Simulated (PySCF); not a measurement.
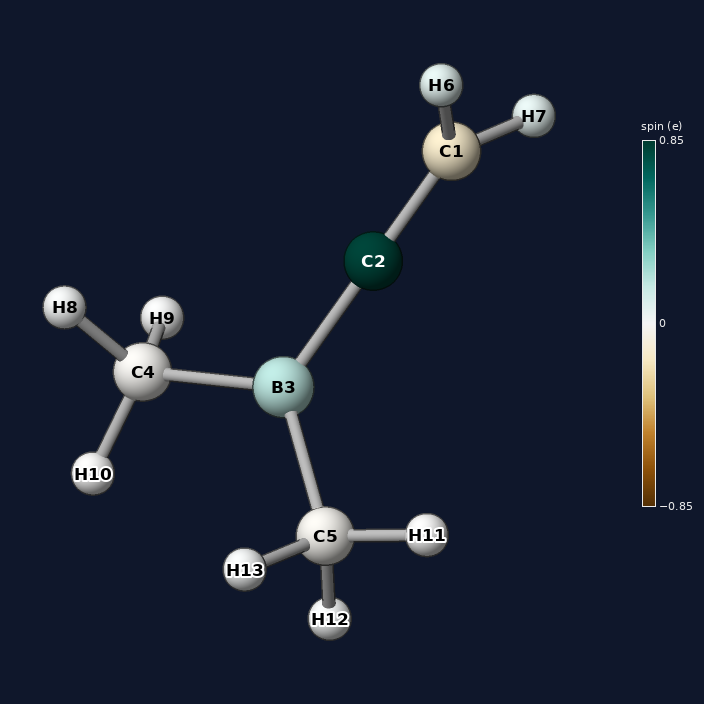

Atoms are coloured by their Mulliken spin populations. The species is neutral and a spin doublet. The computed structure is the end point of a GFN2-xTB optimisation. No frequency run is at hand to confirm it as a minimum. Method: UKS B3LYP, pcH-1 on B C H, non-relativistic (PySCF 2.14.0).

**Which atom carries the largest spin population?**

C2 (0.82 e).

**Which atom has the lowest spin population?**

C1 (−0.14 e); a negative value comes from spin polarisation.

List the Mulliken spin populations.

| atom | value (e) |
| --- | --- |
| C1 | −0.14 |
| C2 | 0.82 |
| B3 | 0.20 |
| C4 | −0.02 |
| C5 | −0.02 |
| H6 | 0.07 |
| H7 | 0.07 |
| H8 | 0.01 |
| H9 | 0.01 |
| H10 | 0.00 |
| H11 | 0.00 |
| H12 | 0.01 |
| H13 | 0.01 |

Mulliken values depend strongly on the basis set. The geometry is semi-empirical. Around B such bond lengths and angles can be off by a tenth of an ångström or more and by several degrees, and values that hang on the shape move with them.
